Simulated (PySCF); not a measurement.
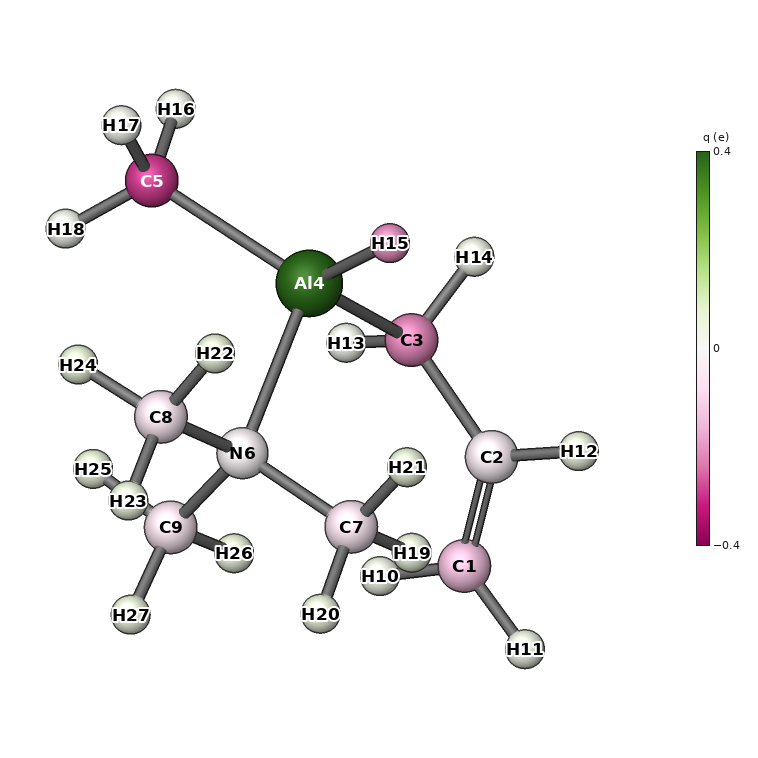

Atoms are coloured by their Hirshfeld charges. The geometry was computed by an optimisation with GFN2-xTB. No frequency run is at hand to confirm it as a minimum. Properties computed with PBE0/pcSseg-1, gas phase (PySCF 2.14.0).

Give the Hirshfeld charges atom by atom.

```tsv
atom	value (e)
C1	−0.14
C2	−0.03
C3	−0.22
Al4	0.39
C5	−0.29
N6	−0.02
C7	−0.06
C8	−0.05
C9	−0.05
H10	0.03
H11	0.03
H12	0.04
H13	0.02
H14	0.03
H15	−0.20
H16	0.02
H17	0.02
H18	0.02
H19	0.04
H20	0.04
H21	0.05
H22	0.06
H23	0.05
H24	0.06
H25	0.05
H26	0.05
H27	0.05
```

The geometry is semi-empirical. Around Al such bond lengths and angles can be off by a tenth of an ångström or more and by several degrees, and values that hang on the shape move with them.
